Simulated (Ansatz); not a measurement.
# H2S2 (SMILES SS), step by step

We compute a series of 36 runs (HF/STO-3G, UHF/STO-3G, HF/3-21G, UHF/3-21G, HF/6-31G*, UHF/6-31G*, B3LYP/6-31G*, UB3LYP/6-31G*, and more) of H2S2. 

The results are computed with Ansatz 0.2.0.

## (1) The system as given

H2S2 has 4 atoms, charge 0, and is taken as a singlet. As SMILES, `SS`. The coordinates come from a PBE0-D4/def2-TZVP relaxation. The run starts from this shape.

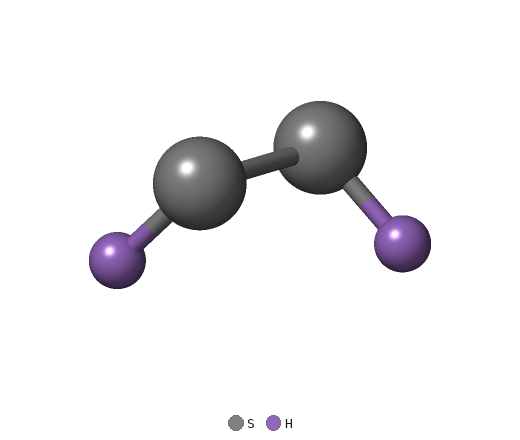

Viewed from a chosen angle; sulfur grey, hydrogen purple.

## (2) A geometry optimisation at HF/STO-3G (run 1)

in.yaml

```yaml
crystal:
  periodic: [false, false, false]
  atoms:
    - {symbol: S, position_ang: [0.784480, -0.789210, 0.166690]}
    - {symbol: S, position_ang: [0.060220, 1.121560, 0.067360]}
    - {symbol: H, position_ang: [-0.225420, -1.352590, 0.856880]}
    - {symbol: H, position_ang: [-0.619290, 1.020250, -1.090950]}
basis:
  gaussian:
    orbitals: STO-3G
magnetization:
  spin_polarized: false
  initial_magnetization: 0
hamiltonian:
  xc: hf
relax:
  f_tol: 0.002
output: {orbitals: {seedname: orbitals}}
```

Command:

```
$ ansatz run in.yaml --threads 1 --pin off --max-ram 3480MiB --events-out events.jsonl --progress --plain --runs-dir runs
```

Standard output:

```text
Warning: RAYON_NUM_THREADS=1 ignored (pool sized by the plan → 1); use --threads N
The last accepted step is kept in runs//last_step.txt (removed where the run ends without a failure and the disk answers)
[... 55 lines left out ...]
Total energy: -21428.72284374 eV, -787.4910395976 hartree
[... 4 lines left out ...]
Dipole moment:    -0.205126    -0.080706    -0.056838 e Å
```

Wall time 0.91 s (1 thread of Arm Neoverse V2, shared host).

Step by step:

| step | energy from the first frame kept (eV) | largest force (eV/Å) |
| --- | --- | --- |
| 1 | 0.0000 | 0.7446 |
| 2 | 0.0185 | 0.6396 |
| 3 | -0.0151 | 0.1256 |
| 4 | -0.0154 | 0.0761 |
| 5 | -0.0156 | 0.0291 |
| 6 | -0.0156 | 0.0034 |
| 7 | -0.0156 | 0.0001 |

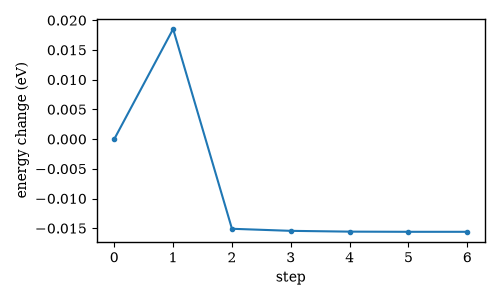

Energy along the run.

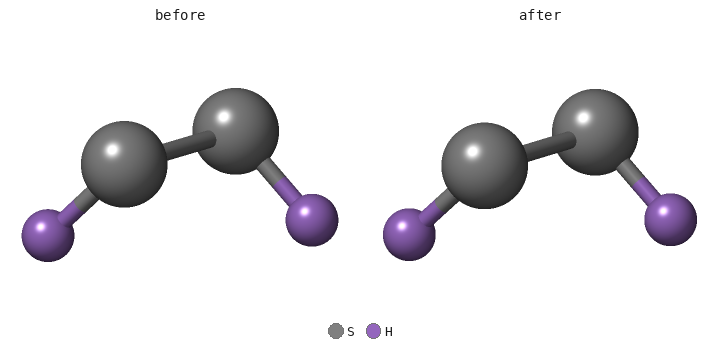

Before and after, at one scale.

After the run. Bond lengths: S1–S2 2.064 Å, S1–H3 1.334 Å, S2–H4 1.334 Å. Angles: S1–S2–H4 96.9°, S2–S1–H3 96.9°.

## (3) Vibrational wavenumbers at HF/STO-3G (run 2)

molecule.yaml

```yaml
crystal:
  periodic: [false, false, false]
  atoms:
    - {symbol: S, position_ang: [0.780902, -0.801198, 0.151238]}
    - {symbol: S, position_ang: [0.043374, 1.125513, 0.077149]}
    - {symbol: H, position_ang: [-0.221084, -1.330571, 0.855352]}
    - {symbol: H, position_ang: [-0.603201, 1.006265, -1.083760]}
basis:
  gaussian:
    orbitals: STO-3G
hamiltonian:
  xc: hf
phonons:
  temperatures: {t_min: 298.15, t_max: 298.15, t_step: 1}
```

Command:

```
$ ansatz run molecule.yaml --threads 1 --pin off --max-ram 3480MiB --events-out events.jsonl --progress --plain --runs-dir runs
```

Standard output:

```text
Warning: RAYON_NUM_THREADS=1 ignored (pool sized by the plan → 1); use --threads N
[... 75 lines left out ...]
Total energy: -21428.72284637 eV, -787.4910396939 hartree
[... 4 lines left out ...]
Dipole moment:    -0.205126    -0.080706    -0.056838 e Å
Vibrations: 344.71 701.56 1131.48 1133.63 3242.31 3242.70 cm⁻¹, zero-point energy 0.607299 eV
```

It took 1.1 s on 1 thread of Arm Neoverse V2, shared host.

Runs 3 to 31 aren't shown in full; the table further down has their settings and results.

## (4) Vibrational wavenumbers at MP2/cc-pVTZ (run 32)

molecule.yaml

```yaml
crystal:
  periodic: [false, false, false]
  atoms:
    - {symbol: S, position_ang: [0.786518, -0.799037, 0.164472]}
    - {symbol: S, position_ang: [0.054213, 1.129827, 0.068475]}
    - {symbol: H, position_ang: [-0.225306, -1.343665, 0.852609]}
    - {symbol: H, position_ang: [-0.615435, 1.012885, -1.085577]}
basis:
  gaussian: {orbitals: cc-pVTZ}
correlation: {method: mp2}
phonons: {temperatures: {t_min: 298.15, t_max: 298.15, t_step: 1}}
```

Command:

```
$ ansatz run molecule.yaml --threads 1 --pin off --max-ram 3480MiB --events-out events.jsonl --progress --plain --runs-dir runs
```

Standard output:

```text
Warning: RAYON_NUM_THREADS=1 ignored (pool sized by the plan → 1); use --threads N
[... 41 lines left out ...]
10 core orbitals not correlated: weight in the atoms' cores, before any rotation towards them, 1.000 or more for the frozen orbitals, at most 0.000 for the correlated occupied ones
[... 37 lines left out ...]
10 core orbitals not correlated: weight in the atoms' cores, before any rotation towards them, 1.000 or more for the frozen orbitals, at most 0.000 for the correlated occupied ones
[... 30 lines left out ...]
Dipole moment:    -0.233200    -0.091752    -0.064617 e Å
[... 1 line left out ...]
Checks for a lower state left out: cluster_reference
```

Run time: 18 s. Hardware: 1 thread of Arm Neoverse V2, shared host; peak memory 0.15 GiB.

Runs 33 to 35 aren't shown in full; the table further down has their settings and results.

## (5) The harmonic vibrations at wB97X-V/def2-TZVP (run 36)

input.yaml

```yaml
crystal:
  periodic: [false, false, false]
  atoms:
    - {symbol: S, position_ang: [0.783534, -0.789593, 0.166430]}
    - {symbol: S, position_ang: [0.059266, 1.121197, 0.067090]}
    - {symbol: H, position_ang: [-0.225109, -1.348356, 0.853962]}
    - {symbol: H, position_ang: [-0.617701, 1.016762, -1.087502]}
basis:
  gaussian: {orbitals: def2-TZVP}
hamiltonian: {xc: {name: wB97X-V}}
phonons: {temperatures: {t_min: 298.15, t_max: 298.15, t_step: 1}}
```

Command:

```
$ ansatz run input.yaml --threads 1 --pin off --max-ram 3480MiB --events-out events.jsonl --progress --plain --runs-dir runs
```

Standard output:

```text
Warning: RAYON_NUM_THREADS=1 ignored (pool sized by the plan → 1); use --threads N
[... 15 lines left out ...]
630 factors; their error is unknown
[... 16 lines left out ...]
630 factors; their error is unknown
[... 12 lines left out ...]
630 factors; their error is unknown
[... 11 lines left out ...]
630 factors; their error is unknown
[... 5 lines left out ...]
630 factors; their error is unknown
[... 5 lines left out ...]
630 factors; their error is unknown
[... 6 lines left out ...]
630 factors; their error is unknown
[... 5 lines left out ...]
630 factors; their error is unknown
[... 5 lines left out ...]
630 factors; their error is unknown
[... 5 lines left out ...]
630 factors; their error is unknown
[... 9 lines left out ...]
Dipole moment:    -0.242354    -0.095353    -0.067153 e Å
Vibrations: 459.71 551.11 924.99 927.88 2716.36 2718.33 cm⁻¹, zero-point energy 0.514434 eV
```

Wall time 33 s (1 thread of Arm Neoverse V2, shared host); peak memory 0.17 GiB.

## (6) The series

| run | level | task | walk f tol | partner | energy (Eh) | dipole moment (D) | wall time |
| --- | --- | --- | --- | --- | --- | --- | --- |
| 1 | HF/STO-3G | optimise | 0.002 | base | -787.491040 | 1.09 | 0.91 s |
| 2 | HF/STO-3G | frequencies | – | base | -787.491040 | 1.09 | 1.1 s |
| 3 | UHF/STO-3G | energy | – | cation | -787.258470 | – | 0.16 s |
| 4 | UHF/STO-3G | optimise | – | cation | -787.277225 | – | 2 s |
| 5 | HF/3-21G | optimise | 0.002 | base | -792.256136 | 1.93 | 1.3 s |
| 6 | HF/3-21G | frequencies | – | base | -792.256134 | 1.93 | 1.3 s |
| 7 | UHF/3-21G | energy | – | cation | -791.907944 | – | 0.42 s |
| 8 | UHF/3-21G | optimise | – | cation | -791.918605 | – | 3 s |
| 9 | HF/6-31G* (Cartesian functions) | optimise | 0.002 | base | -796.174390 | 1.56 | 2.3 s |
| 10 | HF/6-31G* (Cartesian functions) | frequencies | – | base | -796.174390 | 1.56 | 3.3 s |
| 11 | UHF/6-31G* (Cartesian functions) | energy | – | cation | -795.835892 | – | 0.54 s |
| 12 | UHF/6-31G* (Cartesian functions) | optimise | – | cation | -795.857456 | – | 4.8 s |
| 13 | B3LYP/6-31G* (Cartesian functions) | optimise | 0.002 | base | -797.571788 | 1.51 | 5.1 s |
| 14 | B3LYP/6-31G* (Cartesian functions) | frequencies | – | base | -797.571788 | 1.51 | 7.2 s |
| 15 | UB3LYP/6-31G* (Cartesian functions) | energy | – | cation | -797.204379 | – | 2.5 s |
| 16 | UB3LYP/6-31G* (Cartesian functions) | optimise | – | cation | -797.236449 | – | 13 s |
| 17 | PBE/def2-SVP | optimise | 0.002 | base | -796.980061 | 1.40 | 3.9 s |
| 18 | PBE/def2-SVP | frequencies | – | base | -796.980061 | 1.40 | 5.1 s |
| 19 | UPBE/def2-SVP | energy | – | cation | -796.623815 | – | 2 s |
| 20 | UPBE/def2-SVP | optimise | – | cation | -796.660464 | – | 9.6 s |
| 21 | MP2/6-31G* (Cartesian functions) | optimise | 0.002 | base | -796.411338 | 1.60 | 3.3 s |
| 22 | MP2/6-31G* (Cartesian functions) | frequencies | – | base | -796.411339 | 1.60 | 4.8 s |
| 23 | UMP2/6-31G* (Cartesian functions) | energy | – | cation | -796.051621 | – | 0.68 s |
| 24 | UMP2/6-31G* (Cartesian functions) | optimise | – | cation | -796.088346 | – | 9 s |
| 25 | r2SCAN/def2-TZVP | optimise | 0.002 | base | -797.553344 | 1.28 | 13 s |
| 26 | r2SCAN/def2-TZVP | frequencies | – | base | -797.553344 | 1.28 | 16 s |
| 27 | CCSD/cc-pVDZ | optimise | 0.002 | base | -796.526359 | 1.34 | 20 s |
| 28 | CCSD/cc-pVDZ | frequencies | – | base | -796.526359 | 1.34 | 32 s |
| 29 | UCCSD/cc-pVDZ | energy | – | cation | -796.169559 | – | 3.6 s |
| 30 | UCCSD/cc-pVDZ | optimise | – | cation | -796.201602 | – | 79 s |
| 31 | MP2/cc-pVTZ | optimise | 0.002 | base | -796.617425 | 1.24 | 12 s |
| 32 | MP2/cc-pVTZ | frequencies | – | base | -796.617425 | 1.24 | 18 s |
| 33 | HF/cc-pVTZ | optimise | 0.002 | base | -796.261001 | 1.32 | 6 s |
| 34 | HF/cc-pVTZ | frequencies | – | base | -796.261001 | 1.32 | 8.7 s |
| 35 | wB97X-V/def2-TZVP | optimise | 0.002 | base | -797.486683 | 1.29 | 19 s |
| 36 | wB97X-V/def2-TZVP | frequencies | – | base | -797.486683 | 1.29 | 33 s |

## (7) What came out

| quantity | value |
| --- | --- |
| run 36, wB97X-V/def2-TZVP: total energy | -797.48668 Eh |
| run 36, wB97X-V/def2-TZVP: dipole moment | 1.29 D |
| run 36, wB97X-V/def2-TZVP: largest force on an atom | 0.002 eV/Å |
| run 36, wB97X-V/def2-TZVP: lowest harmonic wavenumber | 460 cm⁻¹ |
| run 36, wB97X-V/def2-TZVP: highest harmonic wavenumber | 2718 cm⁻¹ |
| run 36, wB97X-V/def2-TZVP: zero-point energy | 49.6 kJ/mol |
| vertical ionisation energy (to the doublet cation), HF/STO-3G | 6.329 eV |
| vertical ionisation energy (to the doublet cation), HF/3-21G | 9.475 eV |
| vertical ionisation energy (to the doublet cation), B3LYP/6-31G* | 9.998 eV |
| vertical ionisation energy (to the doublet cation), MP2/6-31G* | 9.788 eV |
| adiabatic ionisation energy (to the doublet cation, no zero-point term), HF/STO-3G | 5.818 eV |
| adiabatic ionisation energy (to the doublet cation, no zero-point term), B3LYP/6-31G* | 9.125 eV |
| adiabatic ionisation energy (to the doublet cation, no zero-point term), MP2/6-31G* | 8.789 eV |
| adiabatic ionisation energy (to the doublet cation, no zero-point term), CCSD/cc-pVDZ | 8.837 eV |

In words: At HF/STO-3G: the vertical ionisation energy comes to 6.33 eV (146 kcal/mol). In a minimal basis such a difference can be off by several eV, whatever the method. At HF/3-21G: removing an electron at fixed nuclei costs 9.47 eV (914 kJ/mol). At B3LYP/6-31G*: removing an electron at fixed nuclei costs 10.00 eV (231 kcal/mol). At MP2/6-31G*: the vertical ionisation energy comes to 9.79 eV (226 kcal/mol). At HF/STO-3G: the adiabatic ionisation energy (to the doublet cation, no zero-point term) is 5.82 eV (561 kJ/mol). Totals of different functionals can't be ranked against each other. In runs 1, 2, 3, 4 the basis is minimal, so the values are rough. Spin contamination of the reference: run 8 ⟨S²⟩ = 0.90. All runs together took 5.8 min, the longest 79 s.
